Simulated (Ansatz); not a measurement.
# Calculations on CH₅B and related structures

### Relaxation

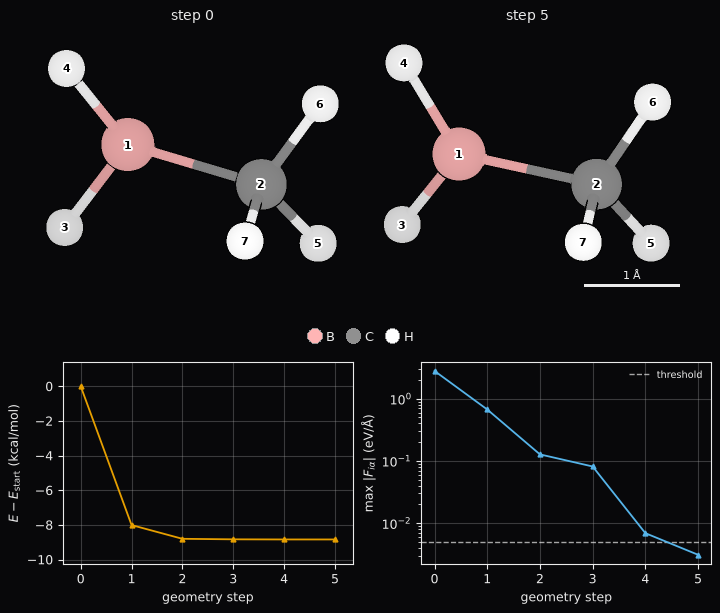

First and last geometry of a relaxation of CH₅B, with the history of the run. Style: ball-and-stick. Shown from a free direction.

It is one of the separated reactants of a reaction.

Method: RKS PBE0-D4/def2-TZVP (Ansatz).

The input:
```yaml
crystal:
  periodic: [false, false, false]
  atoms:
    - {symbol: B, position_ang: [-0.062086, -0.646943, 0.102441]}
    - {symbol: C, position_ang: [1.091943, 0.282992, -0.467435]}
    - {symbol: H, position_ang: [-0.492010, -1.504768, -0.632471]}
    - {symbol: H, position_ang: [0.054964, -0.999920, 1.258827]}
    - {symbol: H, position_ang: [0.879158, 0.677365, -1.466115]}
    - {symbol: H, position_ang: [1.345400, 1.129276, 0.183920]}
    - {symbol: H, position_ang: [2.008623, -0.310807, -0.552889]}
basis:
  gaussian: {orbitals: def2-TZVP}
hamiltonian: {xc: pbe0, dispersion: d4}
relax: {f_tol: 0.005, max_steps: 200}
```

### Read the history and describe the run.

It converged. B1 moves most after the best rigid fit: 0.19 Å. Largest moves by element: B 0.19 Å, H 0.09 Å, C 0.01 Å. Some distances before and after: B1–C2 1.588 → 1.548 Å, B1–H3 1.209 → 1.199 Å, C2–H7 1.096 → 1.105 Å, C2–H6 1.098 → 1.091 Å. Bond angles that change, for instance: B1–C2–H7 108.6° → 103.4°, C2–B1–H4 116.2° → 120.9°, H3–B1–H4 114.0° → 118.1°. After 5 geometry steps the energy has fallen by 8.84 kcal/mol. Largest force component: 2.8 eV/Å at the start, 0.0031 eV/Å at the end. The run took about 9 core-seconds on a shared host.

### Relaxation

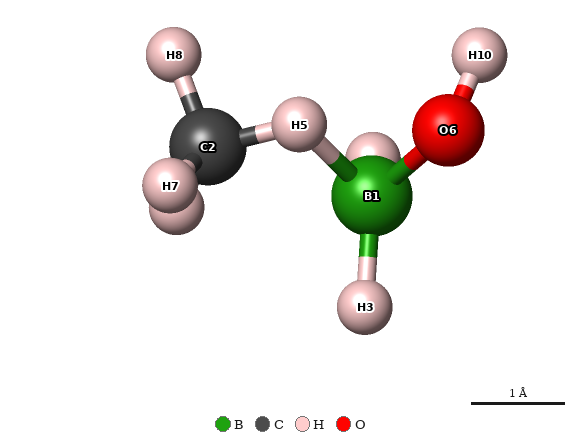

Starting structure of CH7BO (started from a transition state, displaced along its imaginary mode). Style: ball-and-stick. Shown at a tilt.

Theory: RKS PBE0-D4/def2-TZVP in Ansatz.

Input
```yaml
crystal:
  periodic: [false, false, false]
  atoms:
    - {symbol: B, position_ang: [-0.452162, -0.759515, 0.139378]}
    - {symbol: C, position_ang: [0.853408, 0.566122, -0.367400]}
    - {symbol: H, position_ang: [-0.400588, -1.491683, -0.825702]}
    - {symbol: H, position_ang: [0.038061, -1.184807, 1.163956]}
    - {symbol: H, position_ang: [-0.183024, 0.595628, -0.121857]}
    - {symbol: O, position_ang: [-1.659955, 0.055111, 0.243803]}
    - {symbol: H, position_ang: [0.825492, 0.963978, -1.373821]}
    - {symbol: H, position_ang: [1.241728, 1.262645, 0.365109]}
    - {symbol: H, position_ang: [1.558598, -0.289856, -0.384998]}
    - {symbol: H, position_ang: [-1.821456, 0.282478, 1.161433]}
basis:
  gaussian: {orbitals: def2-TZVP}
hamiltonian: {xc: pbe0, dispersion: d4}
relax: {f_tol: 0.005, max_steps: 200}
```

### Where does the relaxation end?

After 62 accepted moves (76 points after the start) the energy has fallen by 1.564 eV. Largest force component: 3.3 eV/Å at the start, 0.00083 eV/Å at the end. The line search rejected the trial steps at points 7, 9, 22, 28, 30, 31, 34, 37 and more of the run. The forces were under the threshold at step 74, but the run went on from there. The largest move after the best rigid fit is that of H7, 1.30 Å. Largest moves by element: H 1.30 Å, B 0.85 Å, O 0.70 Å, C 0.67 Å. Some distances before and after: B1–H5 1.406 → 3.188 Å, B1–C2 1.928 → 3.417 Å, B1–O6 1.461 → 1.348 Å, C2–H5 1.066 → 1.090 Å. Bonds break: B1–H5 (1.41 → 3.19 Å). Among the angles between lasting bonds that change: H5–C2–H9 130.0° → 109.4°, H5–C2–H8 100.1° → 109.7°, H5–C2–H7 100.3° → 109.5°.

Step by step:

| step | E − E(0), eV | largest force component, eV/Å | note |
| --- | --- | --- | --- |
| 0 | 0.0000 | 3.3410 |  |
| 1 | -0.3990 | 1.8670 |  |
| 2 | -0.9809 | 1.5750 |  |
| 3 | -1.2975 | 1.0190 |  |
| 4 | -1.4609 | 0.8905 |  |
| 5 | -1.5112 | 0.8488 |  |
| 6 | -1.5337 | 0.3945 |  |
| 7 | -1.5098 | 0.5294 | rejected |
| 8 | -1.5595 | 0.0452 |  |
| 9 | -1.5562 | 0.1556 | rejected |
| 10 | -1.5602 | 0.0194 |  |
| 13 | -1.5612 | 0.0665 |  |
| 17 | -1.5620 | 0.0145 |  |
| 20 | -1.5623 | 0.0150 |  |
| 24 | -1.5625 | 0.0121 |  |
| 27 | -1.5627 | 0.0120 |  |
| 31 | -1.5626 | 0.0733 | rejected |
| 34 | -1.5626 | 0.0840 | rejected |
| 38 | -1.5630 | 0.0187 |  |
| 41 | -1.5630 | 0.0863 | rejected |
| 45 | -1.5633 | 0.0358 |  |
| 48 | -1.5632 | 0.1106 | rejected |
| 52 | -1.5634 | 0.0626 | rejected |
| 55 | -1.5638 | 0.0194 |  |
| 59 | -1.5640 | 0.0423 |  |
| 62 | -1.5640 | 0.0259 |  |
| 66 | -1.5642 | 0.0258 |  |
| 69 | -1.5642 | 0.0058 |  |
| 73 | -1.5643 | 0.0081 |  |
| 76 | -1.5643 | 0.0008 |  |

Final geometry:

```xyz
10

B    -0.9524   -1.3006    0.5608
C     1.2220    1.0119   -0.7033
H    -0.7546   -1.9854   -0.3997
H    -0.2469   -1.3326    1.5330
H     0.1887    1.2796   -0.9229
O    -2.0234   -0.4829    0.5149
H     1.8929    1.6914   -1.2282
H     1.4006    1.0849    0.3694
H     1.4103   -0.0092   -1.0349
H    -2.1371    0.0428    1.3107
```

After the run, drawn alike:

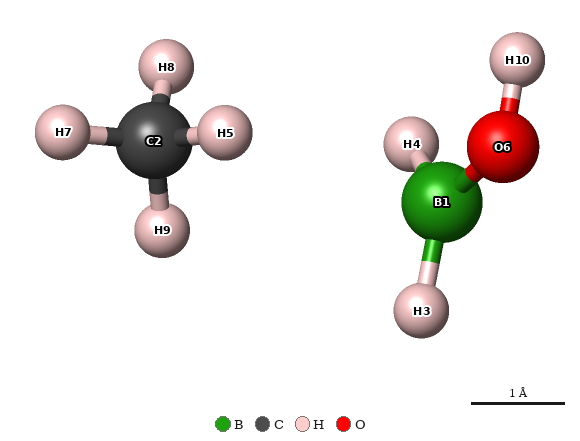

### Reaction

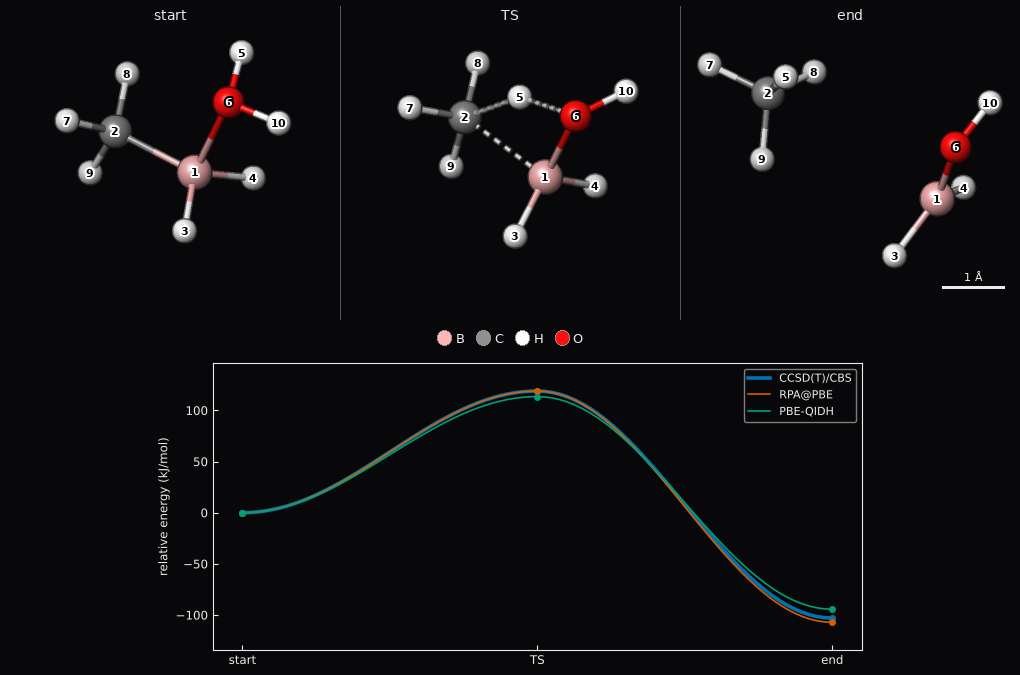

A reaction step of CH₇BO, with its energy diagram. Style: ball-and-stick. Shown at a tilt. Dashed sticks mark bonds that form or break.

Stationary points at PBE0-D4/def2-TZVP, single-point energies with CCSD(T)/CBS, RPA@PBE, PBE-QIDH (def2-TZVPP where no basis is named; Ansatz 0.2.0). The energies are electronic, without zero-point or thermal terms, and both ends are the minima reached downhill from the saddle, with any fragments still in contact. CCSD(T)/CBS stands for a frozen-core estimate: MP2 correlation extrapolated from def2-TZVPP and def2-QZVPP, CCSD(T) minus MP2 from the smaller set.

Describe the step and its energetics.

Answer. Counted by bonded pieces, the start holds CH₇BO and the end holds BH₃O + CH₄. From the start over the saddle to the end, a bond forms: C2–H5 (2.77 → 1.38 → 1.09 Å). Bonds break: B1–C2 (1.59 → 1.77 → 3.42 Å), H5–O6 (0.96 → 1.24 → 3.17 Å). Bonds that stay but change much: B1–O6 (1.72 → 1.58 → 1.35 Å). The saddle has one imaginary mode, 1346i cm⁻¹. With CCSD(T)/CBS the barrier is 119.0 kJ/mol from the start and 222.0 kJ/mol from the end, and the end lies 103.0 kJ/mol below the start.

```csv
level,barrier from the start (kJ/mol),barrier from the end (kJ/mol),the end less the start (kJ/mol)
CCSD(T)/CBS,119.0,222.0,−103.0
RPA@PBE,118.9,226.1,−107.1
PBE-QIDH,113.5,207.9,−94.4
```

Against CCSD(T)/CBS, RPA@PBE comes closest on the barrier from the start (0.0 kJ/mol) and PBE-QIDH misses most (−5.5 kJ/mol).
